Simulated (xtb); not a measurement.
**Molecular dynamics of CH₄AlNS (charge +1) (part 2 of 2)**

Continued. System: CH₄AlNS, charge +1, multiplicity 2. Method: GFN2-xTB, GBSA solvent n-hexane (xtb 6.7.1). The starting geometry was optimised with GFN2-xTB.

Geometry of the input (Å):
```
N  -0.8238  1.2124  0.5896
Al 0.6206  0.2141  0.3505
C  0.5851  -1.4231  -0.7955
S  -0.9224  -1.5104  -1.4298
H  -0.8673  2.0374  1.1758
H  -1.7384  1.0733  0.1709
H  1.9684  0.5553  0.9878
H  1.2702  -2.2162  -1.1049
```

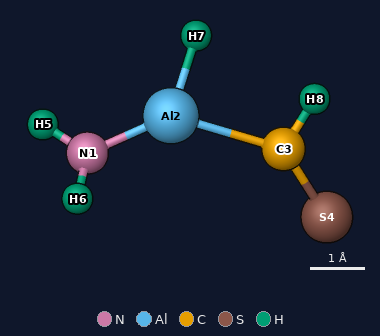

The geometry at step 5 of the log (ball-and-stick view, seen on its broad side; atoms are numbered from 1 in the order of the input).

### What the program printed, continued
```
         #    Occupation            Energy/Eh            Energy/eV
      -------------------------------------------------------------
         1        2.0000           -0.8718583             -23.7245
         2        2.0000           -0.7194224             -19.5765
         3        2.0000           -0.6935846             -18.8734
         4        2.0000           -0.6397960             -17.4097
         5        2.0000           -0.6138291             -16.7031
         6        2.0000           -0.6087559             -16.5651
         7        2.0000           -0.5860913             -15.9484
         8        2.0000           -0.5689605             -15.4822
         9        2.0000           -0.5261049             -14.3160
        10        1.9240           -0.5051707             -13.7464
        11        1.0760           -0.5004247             -13.6172 (HOMO)
        12                         -0.4614272             -12.5561 (LUMO)
        13                         -0.3357183              -9.1354
        14                         -0.2847389              -7.7481
        15                         -0.2754805              -7.4962
        16                         -0.2337410              -6.3604
        17                         -0.2032140              -5.5297
        18                         -0.1855487              -5.0490
        19                         -0.1286371              -3.5004
        20                         -0.1265907              -3.4447
        21                         -0.1192146              -3.2440
        22                         -0.0850945              -2.3155
       ...                                ...                  ...
        30                          0.9826476              26.7392
      -------------------------------------------------------------
                  HL-Gap            0.0389975 Eh            1.0612 eV
             Fermi-level           -0.4918602 Eh          -13.3842 eV

     #   Z          covCN         q      C6AA      α(0)
     1   7 N        2.504    -0.361    29.356     8.046
     2  13 Al       2.862     0.386    93.035    19.659
     3   6 C        2.736    -0.071    29.747     8.930
     4  16 S        1.333     0.404   124.556    18.843
     5   1 H        0.861     0.234     0.946     1.524
     6   1 H        0.861     0.236     0.940     1.519
     7   1 H        0.885    -0.021     3.453     2.909
     8   1 H        0.925     0.192     1.139     1.669

 Mol. C6AA /au·bohr⁶  :       1312.430466
 Mol. C8AA /au·bohr⁸  :      58533.970926
 Mol. α(0) /au        :         63.098210

Wiberg/Mayer (AO) data.
largest (>0.10) Wiberg bond orders for each atom

 ---------------------------------------------------------------------------
     #   Z sym  total        # sym  WBO       # sym  WBO       # sym  WBO
 ---------------------------------------------------------------------------
     1   7 N    3.262 --     2 Al   1.396     5 H    0.884     6 H    0.878
     2  13 Al   3.386 --     1 N    1.396     7 H    0.838     3 C    0.773
                             4 S    0.224
     3   6 C    3.796 --     4 S    2.083     8 H    0.872     2 Al   0.773
     4  16 S    2.431 --     3 C    2.083     2 Al   0.224
     5   1 H    0.945 --     1 N    0.884
     6   1 H    0.944 --     1 N    0.878
     7   1 H    0.987 --     2 Al   0.838
     8   1 H    0.952 --     3 C    0.872
 ---------------------------------------------------------------------------

Topologies differ in total number of bonds
Writing topology from bond orders to xtbtopo.mol

molecular dipole:
                 x           y           z       tot (Debye)
 q only:       -0.543      -1.079      -0.975
   full:       -0.444      -1.169      -0.994       4.060
molecular quadrupole (traceless):
                xx          xy          yy          xz          yz          zz
 q only:       -1.806      -2.054       4.114       1.108       8.720      -2.308
  q+dip:       -0.975      -4.318       4.876       0.556      10.167      -3.901
   full:       -4.241      -2.115       5.163      -0.479       7.702      -0.922

           -------------------------------------------------
          | TOTAL ENERGY              -10.956482943294 Eh   |
          | GRADIENT NORM               0.060099812107 Eh/α |
          | HOMO-LUMO GAP               1.061176599585 eV   |
           -------------------------------------------------
           -------------------------------------------------
          |               Molecular Dynamics                |
           -------------------------------------------------
 init_shake: metal bond            1           2 not constrained
 init_shake: metal bond            2           3 not constrained
 init_shake: metal bond            2           7 not constrained
 trajectories on xtb.trj or xtb.trj.<n>

 MD time /ps        :    0.50
 dt /fs             :    4.00
 SCC accuracy       :    2.00
 temperature /K     :  298.15
 max steps          :   125
 block length (av.) :  1250
 dumpstep(trj) /fs  :   48.00    12
 dumpstep(coords)/fs: 1000.00   250
 H atoms mass (amu) :     4
 # deg. of freedom  :    20
 SHAKE on. # bonds  :           4  all: T
 Berendsen THERMOSTAT on
         time (ps)    <Epot>      Ekin   <T>   T     Etot
      0    0.00      0.00000   0.0236    0.    0.   -10.93288
 average properties
 Epot               :  -10.865957661310896
 Epot (accurate SCC):  -10.953204472960708
 Ekin               :   9.8848521327252869E-003
 Etot               :  -10.856072809178171
 T                  :   312.13923694960278
 normal exit of md()

------------------------------------------------------------------------
------------------------------------------------------------------------
 total:
 *  cpu-time:     0 d,  0 h,  0 min,  0.387 sec
 * ratio c/w:     1.000 speedup
 SCF:
 *  cpu-time:     0 d,  0 h,  0 min,  0.005 sec
 * ratio c/w:     1.000 speedup
 MD:
 *  cpu-time:     0 d,  0 h,  0 min,  0.377 sec
 * ratio c/w:     1.000 speedup
```

### Standard error
```
normal termination of xtb
```

### Trajectory as extended XYZ (Å, eV, eV/Å), 11 frames, from step=0 to step=10
```
8
Properties=species:S:1:pos:R:3 step=0 time_fs=0.0 energy=-298.14109
N    -0.8238    1.2124    0.5896
Al    0.6206    0.2141    0.3505
C     0.5851   -1.4231   -0.7955
S    -0.9224   -1.5104   -1.4298
H    -0.8673    2.0374    1.1758
H    -1.7384    1.0733    0.1709
H     1.9684    0.5553    0.9878
H     1.2702   -2.2162   -1.1049
8
Properties=species:S:1:pos:R:3 step=1 time_fs=48.0 energy=-298.19074
N    -0.8011    1.3068    0.6848
Al    0.6852    0.4159    0.4297
C     0.4147   -1.3397   -0.7824
S    -0.9607   -1.7134   -1.5893
H    -0.7312    2.0363    1.3841
H    -1.7660    1.2091    0.3836
H     2.1268    0.3237    0.8836
H     1.1886   -2.1079   -0.7112
8
Properties=species:S:1:pos:R:3 step=2 time_fs=96.0 energy=-298.02681
N    -0.6484    1.4905    0.9155
Al    0.6019    0.4361    0.4643
C     0.2251   -1.3604   -0.6846
S    -0.9151   -1.8674   -1.7454
H    -0.7843    2.3669    1.4050
H    -1.4913    1.1382    0.4720
H     2.1045    0.2571    0.5135
H     1.2209   -1.7843   -0.5335
8
Properties=species:S:1:pos:R:3 step=3 time_fs=144.0 energy=-298.09339
N    -0.6666    1.5804    0.9640
Al    0.4761    0.4412    0.4295
C     0.2705   -1.4012   -0.7251
S    -0.8457   -1.9328   -1.7994
H    -0.2142    2.3638    1.4199
H    -1.6790    1.5373    1.0299
H     2.0318    0.4018    0.5009
H     1.1302   -2.0276   -0.4750
8
Properties=species:S:1:pos:R:3 step=4 time_fs=192.0 energy=-297.91179
N    -0.6075    1.6154    1.1028
Al    0.3231    0.4032    0.3301
C     0.3204   -1.4017   -0.7022
S    -0.7740   -1.9376   -1.7964
H     0.0594    2.3764    1.1484
H    -1.5884    1.7644    1.3193
H     1.7699    0.4211    0.6145
H     1.1290   -2.1124   -0.5141
8
Properties=species:S:1:pos:R:3 step=5 time_fs=240.0 energy=-297.92260
N    -0.5846    1.7241    0.9864
Al    0.3647    0.3934    0.5309
C     0.1901   -1.4266   -0.6808
S    -0.7790   -1.9904   -1.8747
H    -0.1777    2.6259    1.2036
H    -1.5274    1.5892    1.3387
H     1.9655    0.3064    0.2733
H     1.1795   -1.8879   -0.6309
8
Properties=species:S:1:pos:R:3 step=6 time_fs=288.0 energy=-298.00892
N    -0.6257    1.5696    1.0307
Al    0.5258    0.4596    0.3587
C     0.1293   -1.3531   -0.6486
S    -0.8037   -1.9547   -1.8528
H    -0.3954    2.5506    1.1341
H    -1.5759    1.3783    1.3336
H     1.8733    0.1929    0.6797
H     0.9759   -1.9013   -0.2281
8
Properties=species:S:1:pos:R:3 step=7 time_fs=336.0 energy=-298.05672
N    -0.6721    1.5012    0.8931
Al    0.5661    0.4020    0.4122
C     0.2903   -1.4411   -0.6916
S    -0.8524   -1.8235   -1.8009
H    -0.6604    2.5010    1.0556
H    -1.5809    1.1920    1.2242
H     2.1683    0.5764    0.5358
H     0.7485   -2.2085   -0.0630
8
Properties=species:S:1:pos:R:3 step=8 time_fs=384.0 energy=-298.11545
N    -0.8234    1.3262    0.7158
Al    0.6299    0.3341    0.3488
C     0.1817   -1.5264   -0.3669
S    -0.8061   -1.5833   -1.6721
H    -0.7133    2.3309    0.7832
H    -1.7045    1.0332    1.1269
H     2.1017    0.2919    0.2940
H     1.0460   -2.1937   -0.4101
8
Properties=species:S:1:pos:R:3 step=9 time_fs=432.0 energy=-298.14931
N    -0.8301    1.2937    0.6275
Al    0.5533    0.2462    0.2808
C     0.4867   -1.6975   -0.4973
S    -0.7916   -1.3463   -1.4591
H    -1.0547    2.2700    0.4772
H    -1.7051    0.8752    0.9281
H     2.1457    0.3649    0.3097
H     0.8526   -2.7268   -0.4692
8
Properties=species:S:1:pos:R:3 step=10 time_fs=480.0 energy=-298.02968
N    -0.9156    1.0161    0.4220
Al    0.6421    0.1463    0.2621
C     0.4587   -1.7167   -0.4670
S    -0.8119   -1.1587   -1.3368
H    -0.9077    1.9888    0.1393
H    -1.7278    0.9633    1.0293
H     1.9195    0.7397    0.4316
H     0.9009   -2.7096   -0.5801
```

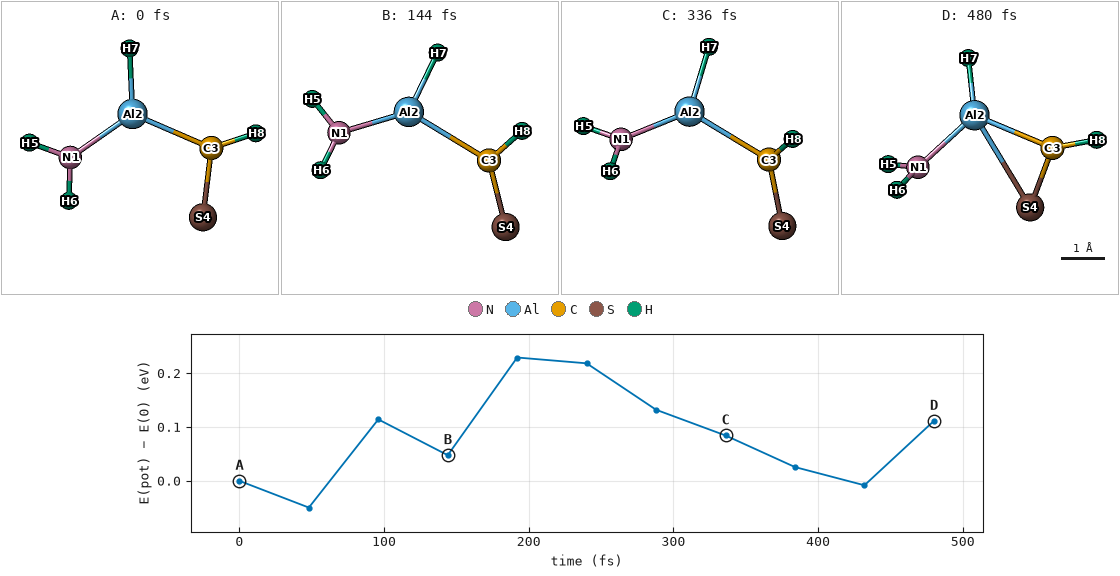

Frames of the molecular dynamics (ball-and-stick, seen on its broad side) above the curves, on which the letters mark them. The trajectory kept here has 11 frames over 480 fs. The potential energy ends 0.111 eV above its first value. After an unweighted best fit of the last frame on the first, the root-mean-square displacement is 0.53 Å, and S4 has moved furthest (0.88 Å).

### Results in brief

```json
{"quantity": "outcome", "value": "finished"}
{"quantity": "trajectory", "value": "11 frames kept, 480 fs"}
{"quantity": "electrons treated", "value": "21"}
{"quantity": "potential energy (first step)", "value": "−10.956483 hartree"}
{"quantity": "dispersion energy (first step)", "value": "−0.003776 hartree"}
{"quantity": "solvation energy (first step)", "value": "−0.044732 hartree"}
{"quantity": "basis functions (first step)", "value": "32"}
{"quantity": "peak memory", "value": "0.074 GiB"}
```

### Remarks

So short a trajectory is not equilibrated.
